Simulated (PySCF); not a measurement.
```yaml
atoms:
  - { symbol: C, position_ang: [3.6851, -0.0444, -0.0354] }
  - { symbol: C, position_ang: [2.4721, -0.0647, -0.0239] }
  - { symbol: C, position_ang: [1.0349, -0.0831, -0.0107] }
  - { symbol: C, position_ang: [0.3960, -1.3116, -0.0512] }
  - { symbol: B, position_ang: [-1.0960, -1.6308, -0.0502] }
  - { symbol: C, position_ang: [-2.2044, -0.5813, -0.0042] }
  - { symbol: C, position_ang: [-2.0810, 0.7852, 0.0472] }
  - { symbol: C, position_ang: [-0.8983, 1.5753, 0.0694] }
  - { symbol: C, position_ang: [0.4241, 1.2131, 0.0446] }
  - { symbol: H, position_ang: [4.7594, -0.0361, -0.0460] }
  - { symbol: H, position_ang: [1.0907, -2.1588, -0.0896] }
  - { symbol: H, position_ang: [-1.4162, -2.8001, -0.0899] }
  - { symbol: H, position_ang: [-3.2425, -0.9369, -0.0108] }
  - { symbol: H, position_ang: [-3.0050, 1.3762, 0.0762] }
  - { symbol: H, position_ang: [-1.0730, 2.6552, 0.1129] }
  - { symbol: H, position_ang: [1.1374, 2.0419, 0.0710] }
```

Geometry: PBE0-D3(BJ)/def2-SVP.

Level of theory: PySCF 2.14.0, B3LYP/def2-SVPD, SCF density, gas phase.

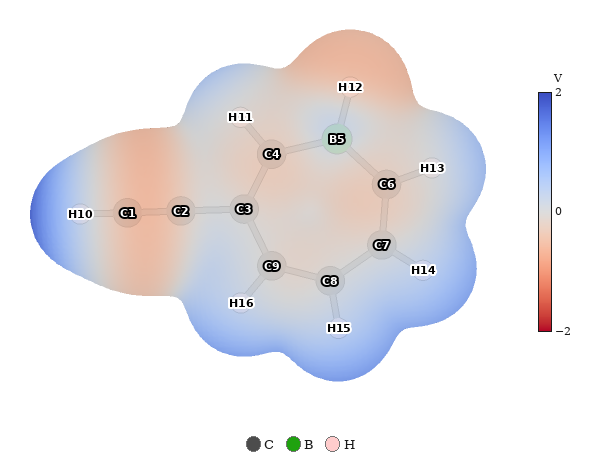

C$_{8}$H$_{7}$B (SMILES C#CC1=CBC=CC=C1). The electrostatic potential painted on the density surface at 0.002 e/bohr³, seen across its widest extent; red is negative and blue positive.

Describe the electrostatic potential map.

Answer. The most negative region (about −0.6 V) lies over C1, C2 and H12, the most positive (about +1.6 V) over H10.

How polar is the molecule by this calculation?

Answer. Its dipole moment is 2.11 D.
